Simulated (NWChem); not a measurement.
# UCCSD/def2-SVP (frozen virtual 4) run of AlNH3 (SMILES [NH2][AlH])

What is the vertical ionisation energy of AlNH3 at UCCSD/def2-SVP (frozen virtual 4)? 

The calculation is run with NWChem 7.3.0.

### Step 1. The molecule

The species is AlNH3 (5 atoms), meant as a doublet with charge 0. SMILES: `[NH2][AlH]`. The coordinates come from a PBE0-D4/def2-TZVP relaxation. This is one conformer, not always the lowest.

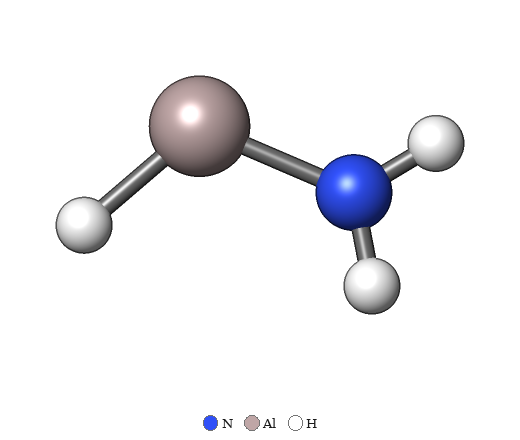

The structure, seen from a chosen angle (nitrogen blue, aluminium light grey, hydrogen white).

### Step 2. The energy at UCCSD/def2-SVP (frozen virtual 4)

The input, m1.xyz:

```xyz
5

N     -0.116600    -0.660800     0.175100
Al     0.836600     0.833900     0.120800
H      0.148500    -1.505300     0.655500
H     -1.010300    -0.782800    -0.277400
H      0.191800     2.041400    -0.715400
```

The input, m1.nw:

```
START m1
memory stack 880 mb heap 220 mb global 1100 mb
charge 0
GEOMETRY units angstroms noautosym nocenter noautoz
  load format xyz m1.xyz
END
BASIS "ao basis" spherical bse
  * library def2-SVP
END
SCF
  doublet
  uhf
  thresh 1e-08
  maxiter 80
  noprint "final vectors analysis"
END
TCE
  scf
  ccsd
  freeze core 6 virtual 4
  maxiter 60
END
TASK tce energy
```

Started as:

```bash
$ nwchem m1.nw > m1.out
```

Log:

```text
[...]
  functions       =    47
[...]
  wavefunction    = UHF
[...]
         Total SCF energy =   -297.987350364991
      One electron energy =   -504.982303521367
      Two electron energy =    160.759857773350
 Nuclear repulsion energy =     46.235095383026
                       Sz =      0.5000
                 Sz(Sz+1) =      0.7500
                      S^2 =      0.7542
[...]
         Wavefunction type : Unrestricted Hartree-Fock
          No. of electrons :    23
[...]
         Spin multiplicity : doublet
[...]
 CCSD total energy / hartree       =      -298.205074211796955
[...]
```

It took 5.1 s on 1 thread of AMD EPYC 7R13 (Zen 3), shared host; peak memory 0.2 GiB.

### Step 3. The singlet cation at the same level

The input, geom.nw:

```
start geom
memory stack 880 mb heap 220 mb global 1100 mb
charge 1
geometry units angstrom noautosym nocenter noautoz
N    -0.116600   -0.660800    0.175100
Al    0.836600    0.833900    0.120800
H     0.148500   -1.505300    0.655500
H    -1.010300   -0.782800   -0.277400
H     0.191800    2.041400   -0.715400
end
basis spherical bse
* library def2-SVP
end
scf
thresh 1e-08
maxiter 80
noprint "final vectors analysis"
end
ccsd
freeze core 6 virtual 4
maxiter 60
end
task ccsd energy
```

Started as:

```bash
$ nwchem geom.nw > geom.out
```

Log:

```text
[...]
  functions       =    47
[...]
  wavefunction    = RHF
[...]
         Total SCF energy =   -297.710930504929
      One-electron energy =   -498.874893651135
      Two-electron energy =    154.928867763180
 Nuclear repulsion energy =     46.235095383026
        Time for solution =      1.5s
[...]
 Total MP2 energy:           -297.907828755254229
[...]
             energy      energy      error      ampl     ampl      Block
                                                time     time      time
[...]
 Total CCSD energy:           -297.929142890206606
[...]
```

Run time: 9 s. Hardware: 1 thread of AMD EPYC 7R13 (Zen 3), shared host; peak memory 0.1 GiB.

### Step 4. Outcome

At UCCSD/def2-SVP (frozen virtual 4), 6 core orbitals frozen:

| quantity | value |
| --- | --- |
| doublet AlNH3: total energy | -298.20507 Eh |
| doublet AlNH3: correlation energy (6 core orbitals frozen) | -217.7 mEh |
| doublet AlNH3: ⟨S²⟩ of the reference determinant | 0.754 |
| singlet cation: total energy | -297.92914 Eh |
| singlet cation: correlation energy (6 core orbitals frozen) | -218.2 mEh |
| vertical ionisation energy (to the singlet cation) | 7.508 eV |

Removing an electron at fixed nuclei costs 7.51 eV (173 kcal/mol). Only the singlet of the ionised species was computed; a triplet could lie lower. Mulliken charges (doublet AlNH3) run from -0.60 on N1 to +0.57 on Al2; they depend strongly on the basis.
